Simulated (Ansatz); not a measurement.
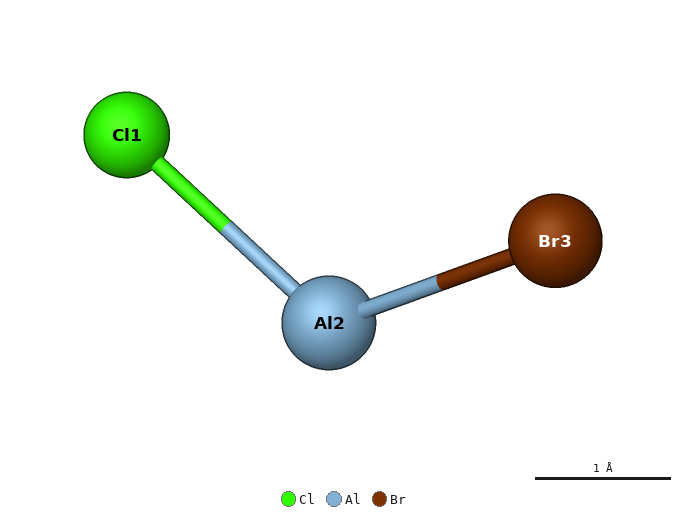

Simulated data, not a measurement (program: Ansatz).

Orthographic view with a scale bar. Charge 0, doublet. Geometry: moved along internal coordinates away from the minimum.

Reconstruct the coordinates (Å) as seen: x to the right, y up, z towards the viewer, origin at the mean of the atomic positions.

```xyz
3
AlBrCl
Cl  -1.56   0.73  -0.76
Al  -0.06  -0.67  -0.31
Br   1.63  -0.06   1.07
```
